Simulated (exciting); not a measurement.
**Core excitons at the F K edge of NaMgF3**

How far do the exchange and direct terms reshape the F K edge of NaMgF3?

Main program and level: exciting sodium; X-ray absorption, core-level Bethe-Salpeter equation, exchange and statically screened direct term, Tamm-Dancoff, all-electron LAPW+lo LDA.

### Step 1. The starting structure

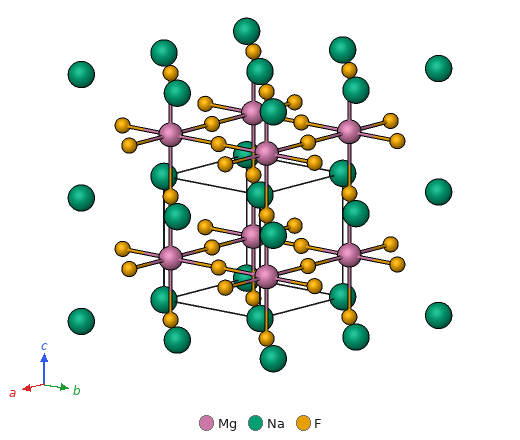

The cell as given, from a free direction (magnesium pink, sodium teal, fluorine orange). 2×2×2 cells are drawn. Some periodic images of atoms are drawn too.

Structure file:

```xyz
5
Lattice="3.9508 0.0000 0.0000 0.0000 3.9508 0.0000 0.0000 0.0000 3.9508" Properties=species:S:1:pos:R:3 pbc="T T T"
Mg    1.9754    1.9754    1.9754
Na    0.0000    0.0000    0.0000
F     0.0000    1.9754    1.9754
F     1.9754    0.0000    1.9754
F     1.9754    1.9754    0.0000
```

Differences between curves are given as r.m.s. difference over r.m.s. height.

### Step 2. Ground state

The species files are the program's own, with muffin-tin radii set in the input.

Input file input.xml:

```
<input>
  <title>NaMgF3</title>
  <structure speciespath="." autormt="false" epslat="1.0e-5">
    <crystal>
      <basevect>7.4660036711 0.0000000000 0.0000000000</basevect>
      <basevect>0.0000000000 7.4660036711 0.0000000000</basevect>
      <basevect>0.0000000000 0.0000000000 7.4660036711</basevect>
    </crystal>
    <species speciesfile="Mg.xml" rmt="2.099">
      <atom coord="0.5000000000 0.5000000000 0.5000000000"/>
    </species>
    <species speciesfile="Na.xml" rmt="2.207">
      <atom coord="0.0000000000 0.0000000000 0.0000000000"/>
    </species>
    <species speciesfile="F.xml" rmt="1.522">
      <atom coord="0.0000000000 0.5000000000 0.5000000000"/>
      <atom coord="0.5000000000 0.0000000000 0.5000000000"/>
      <atom coord="0.5000000000 0.5000000000 0.0000000000"/>
    </species>
  </structure>
  <groundstate do="fromscratch" xctype="LDA_PW" ngridk="4 4 4" rgkmax="7" gmaxvr="14" nempty="8" swidth="0.001" maxscl="100" epsengy="1e-5"/>
</input>
```

Launch:

```console
> OMP_NUM_THREADS=1 mpirun -n 2 exciting
```

Output:

```text
EXCITING SODIUM started
********************************************************************************
* Ground-state run starting from atomic densities                              *
********************************************************************************
+ Starting initialization                                                      +
 Lattice vectors (cartesian) :
      7.4660036711      0.0000000000      0.0000000000
      0.0000000000      7.4660036711      0.0000000000
      0.0000000000      0.0000000000      7.4660036711
 Reciprocal lattice vectors (cartesian) :
      0.8415727589      0.0000000000      0.0000000000
      0.0000000000      0.8415727589      0.0000000000
      0.0000000000      0.0000000000      0.8415727589
 Unit cell volume                           :     416.1640845904
 Brillouin zone volume                      :       0.5960394533
 Species :    1 (Mg)
     parameters loaded from                 :    Mg.xml
     name                                   :    magnesium
     nuclear charge                         :     -12.00000000
     electronic charge                      :      12.00000000
     atomic mass                            :   44305.30463000
     muffin-tin radius                      :       2.09900000
     # of radial points in muffin-tin       :     300
     atomic positions (lattice) :
       1 :   0.00000000  0.00000000  0.00000000
 Species :    2 (Na)
     parameters loaded from                 :    Na.xml
     name                                   :    sodium
     nuclear charge                         :     -11.00000000
     electronic charge                      :      11.00000000
     atomic mass                            :   41907.78700000
     muffin-tin radius                      :       2.20700000
     # of radial points in muffin-tin       :     300
     atomic positions (lattice) :
       1 :   0.50000000  0.50000000  0.50000000
 Species :    3 (F)
     parameters loaded from                 :    F.xml
     name                                   :    fluorine
     nuclear charge                         :      -9.00000000
     electronic charge                      :       9.00000000
     atomic mass                            :   34631.97043000
     muffin-tin radius                      :       1.52200000
     # of radial points in muffin-tin       :     250
     atomic positions (lattice) :
       1 :   0.50000000  0.00000000  0.00000000
       2 :   0.00000000  0.50000000  0.00000000
       3 :   0.00000000  0.00000000  0.50000000
 Total number of atoms per unit cell        :       5
 Spin treatment                             :    spin-unpolarised
 Number of Bravais lattice symmetries       :      48
 Number of crystal symmetries               :      48
 k-point grid                               :       4    4    4
 Total number of k-points                   :      10
 k-point set is reduced with crystal symmetries
 R^MT_min * |G+k|_max (rgkmax)              :       7.00000000
 Species with R^MT_min                      :       3 (F)
 Maximum |G+k| for APW functions            :       4.59921156
 Maximum |G| for potential and density      :      14.00000000
 G-vector grid sizes                        :      36    36    36
 Total number of G-vectors                  :   19309
 Maximum angular momentum used for
     APW functions                          :       8
     computing H and O matrix elements      :       8
     potential and density                  :       8
     inner part of muffin-tin               :       2
 Total nuclear charge                       :     -50.00000000
 Total electronic charge                    :      50.00000000
 Total core charge                          :      10.00000000
 Total valence charge                       :      40.00000000
 Number of empty states                     :       8
 Total number of valence states             :      29
 Maximum Hamiltonian size                   :     723
 Maximum number of plane-waves              :     692
 Total number of local-orbitals             :      31
 Exchange-correlation type                  :       3
     Perdew-Wang, Phys. Rev. B 45, 13244 (1992)
 Smearing scheme                            :    Gaussian
 Smearing width                             :       0.00100000
 Using multisecant Broyden potential mixing
+ Ending initialization                                                        +
********************************************************************************
* Groundstate module started                                                   *
********************************************************************************
 Output level for this task is set to normal
+ Self-consistent loop started                                                 +
 Density and potential initialised from atomic data
+ SCF iteration number :    1                                                  +
 Total energy                               :      -665.76274532
 _______________________________________________________________
 Fermi energy                               :        -0.01242774
 Kinetic energy                             :       656.47155696
 Coulomb energy                             :     -1262.73552577
 Exchange energy                            :       -55.77727218
 Correlation energy                         :        -3.72150432
 DOS at Fermi energy (states/Ha/cell)       :         0.00000000
 Electron charges :
     core                                   :        10.00000000
     core leakage                           :         0.00000008
     valence                                :        40.00000000
     interstitial                           :         4.71031114
     charge in muffin-tin spheres :
                  atom     1    Mg          :        10.45964491
                  atom     2    Na          :         9.95253010
                  atom     3     F          :         8.29250462
                  atom     4     F          :         8.29250462
                  atom     5     F          :         8.29250462
     total charge in muffin-tins            :        45.28968886
     total charge                           :        50.00000000
 Estimated fundamental gap                  :         0.28874363
        valence-band maximum at   10      0.5000  0.5000  0.5000
     conduction-band minimum at    1      0.0000  0.0000  0.0000
[... further iterations ...]
| Convergence targets achieved. Performing final SCF iteration                 +
 Total energy                               :      -659.64820438
 _______________________________________________________________
 Fermi energy                               :         0.04283932
 Kinetic energy                             :       658.32117325
 Coulomb energy                             :     -1259.08715919
 Exchange energy                            :       -55.18478935
 Correlation energy                         :        -3.69742910
 DOS at Fermi energy (states/Ha/cell)       :         0.00000000
 Electron charges :
     core                                   :        10.00000000
     core leakage                           :         0.00000008
     valence                                :        40.00000000
     interstitial                           :         5.34297956
     charge in muffin-tin spheres :
                  atom     1    Mg          :        10.55681570
                  atom     2    Na          :         9.98530735
                  atom     3     F          :         8.03829913
                  atom     4     F          :         8.03829913
                  atom     5     F          :         8.03829913
     total charge in muffin-tins            :        44.65702044
     total charge                           :        50.00000000
 Estimated fundamental gap                  :         0.20698434
        valence-band maximum at   10      0.5000  0.5000  0.5000
     conduction-band minimum at    1      0.0000  0.0000  0.0000
+ Self-consistent loop stopped                                                 +
 STATE.OUT is written
********************************************************************************
* Groundstate module stopped                                                   *
********************************************************************************
 Total time spent (seconds)                 :       100.79
- CAUTION! Warnings have been written in file WARNING.OUT !                    -
| EXCITING SODIUM stopped                                                      =
```

Elapsed: 1.7 min, on 2 MPI ranks of Arm Neoverse N1, shared host.

The warnings file holds hints only, no warning.

The mesh shows a gap of 5.63 eV. Core levels (Dirac, from the valence top):

```csv
atom,level,energy (eV)
Mg,1s1/2,-1243.7
Na,1s1/2,-1019.3
F,1s1/2,-646.8
```

### Step 3. A richer basis for the empty states

Each species file gets more local orbitals, built from u and its energy derivative at 0.15 Ha and u at 0.9 Ha.

input.xml is that of step 2.

Input file SPECIES.xml, added lines:

```
<lo l="L">  <!-- L = 0, 1, 2 -->
  <wf matchingOrder="0" trialEnergy="0.1500" searchE="false"/>
  <wf matchingOrder="1" trialEnergy="0.1500" searchE="false"/>
  <wf matchingOrder="0" trialEnergy="0.9000" searchE="false"/>
</lo>
```

Launch:

```console
> OMP_NUM_THREADS=1 mpirun -n 2 exciting
```

Output:

```text
EXCITING SODIUM started
********************************************************************************
* Ground-state run starting from atomic densities                              *
********************************************************************************
+ Starting initialization                                                      +
[... lattice and species ...]
 Spin treatment                             :    spin-unpolarised
 Number of Bravais lattice symmetries       :      48
[...]
+ Self-consistent loop stopped                                                 +
 STATE.OUT is written
********************************************************************************
* Groundstate module stopped                                                   *
********************************************************************************
 Total time spent (seconds)                 :       105.74
- CAUTION! Warnings have been written in file WARNING.OUT !                    -
| EXCITING SODIUM stopped                                                      =
[key lines of the parts left out:]
Total energy                               :      -659.64988786
Fermi energy                               :         0.04345422
```

The job ended after 1.8 min (2 MPI ranks).

Against the first ground state the total energy moves by -9 meV an atom and the gap by -0.01 eV.

[end of part 1 of 2]

[Banner, clock and machine lines of the logs are left out without a mark of their own.]

[Logs are printed without paths, hosts, clocks, repeated set-up lines and the standing remarks that a program may print on its own settings, such as how far it seeks lower states.]

[Hosts, paths, dates, database ids (printed as entryN), source tags and the programs' standing remarks are cut or masked in the printed files.]
